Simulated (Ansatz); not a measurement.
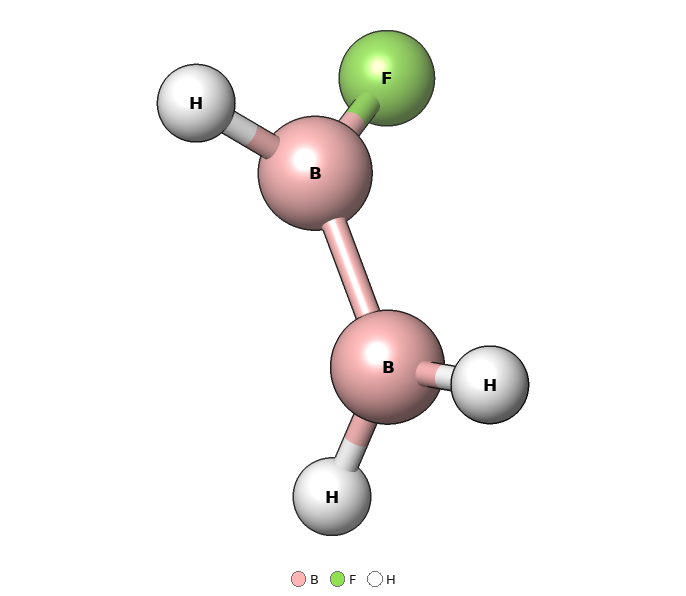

Geometry: atoms displaced at random (about 0.015 Å) from a stationary point of GFN2-xTB. Program: Ansatz 0.2.0.

Tabulate dipole (D) at these levels: BLYP-D4/def2-TZVPP; PBE-D4/def2-TZVPP; PBE0-D4/def2-TZVPP; RHF-CCSD(T) (frozen core)/def2-TZVPP; r2SCAN-D4/def2-TZVPP; ωB97M-V/def2-TZVPP.

```
                               level  dipole (D)
                  BLYP-D4/def2-TZVPP        0.90
                   PBE-D4/def2-TZVPP        0.88
                  PBE0-D4/def2-TZVPP        1.01
RHF-CCSD(T) (frozen core)/def2-TZVPP        0.99
                r2SCAN-D4/def2-TZVPP        0.96
                  ωB97M-V/def2-TZVPP        0.97
```
